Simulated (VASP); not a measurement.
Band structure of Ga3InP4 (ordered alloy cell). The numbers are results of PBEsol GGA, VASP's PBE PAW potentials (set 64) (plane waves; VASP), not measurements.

Unless said otherwise, spin-orbit coupling is left out, though it shifts the bands of the heavy elements here.

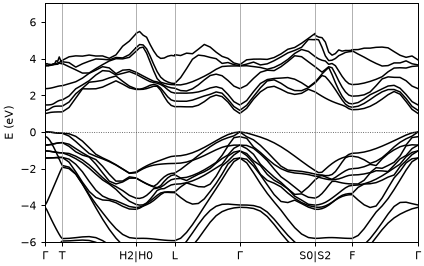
Figure: Bands along high-symmetry lines, zero at the valence-band maximum or, without a gap, the Fermi level

Read the plot: is there a gap, and where are the band edges?

The gap is direct, 1.01 eV, from the valence maximum at Γ to the conduction minimum at Γ. (Edges off the drawn lines would not show.)

The structure was generated: Ga3InP4 was put into an ordered model structure (R3m), which need not be its known phase. It was relaxed first.
